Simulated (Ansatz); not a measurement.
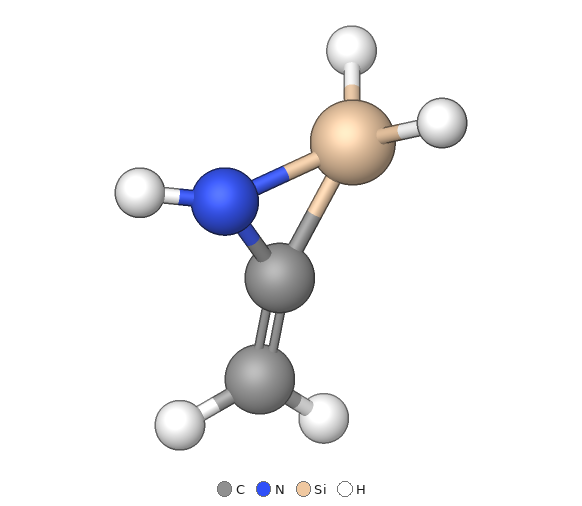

The geometry was computed by an optimisation with PBE-D4/def2-SVP. No frequency run is at hand to confirm it as a minimum.

Draw it as a skeletal formula.

SMILES: C=C1N[SiH2]1

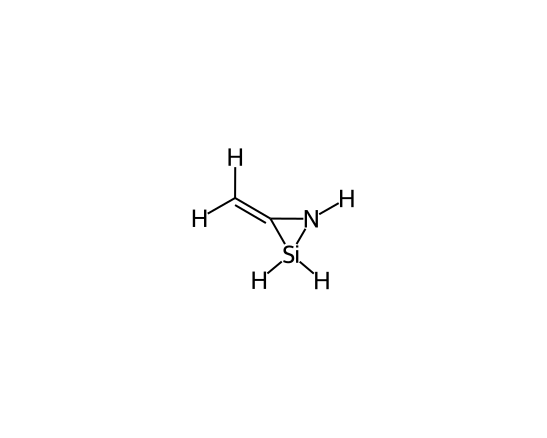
